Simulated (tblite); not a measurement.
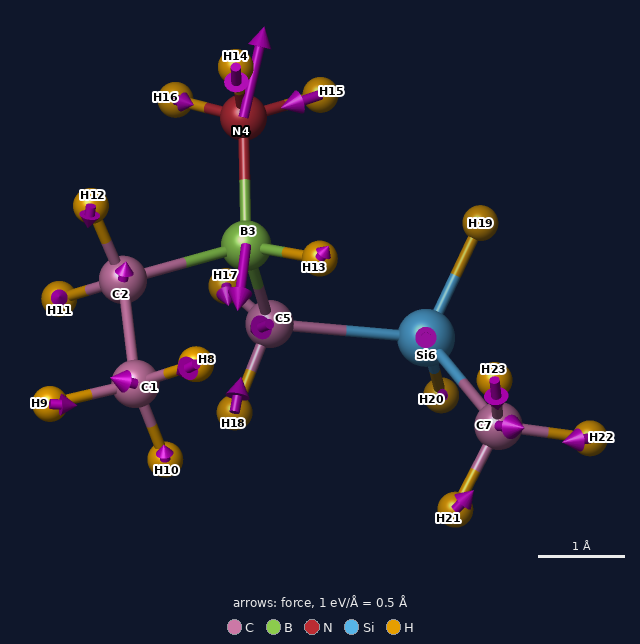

Starting geometry of C₄H₁₆BNSi with the computed forces as purple arrows. The picture is a ball-and-stick view, seen at a tilt.

Method: GFN2-xTB geometry optimisation, gas phase in tblite. 

**What follows when this structure is relaxed?**

It isn't relaxed: the largest force vector, on N4, is 2.18 eV/Å. The final displacements have little in common with the starting forces (cosine between the two patterns 0.07). H10 moves most after the best rigid fit: 1.12 Å. By element the largest moves are H 1.12 Å, C 0.81 Å, N 0.54 Å, B 0.44 Å, Si 0.25 Å. Near-neighbour distances that change, for instance: B3–N4 1.549 → 1.654 Å, N4–H14 1.049 → 1.014 Å, Si6–C7 1.866 → 1.899 Å, C1–H8 1.112 → 1.088 Å. Bond angles that change, for instance: B3–C5–Si6 112.1° → 117.9°, C2–B3–N4 109.0° → 104.2°, C2–B3–H13 108.7° → 113.3°. Groups turn about B3–C5 by about 30°. Over 216 geometry steps the energy falls by 0.391 eV. The run took 1.8 s on 1 thread of Arm Neoverse V1 (shared host).
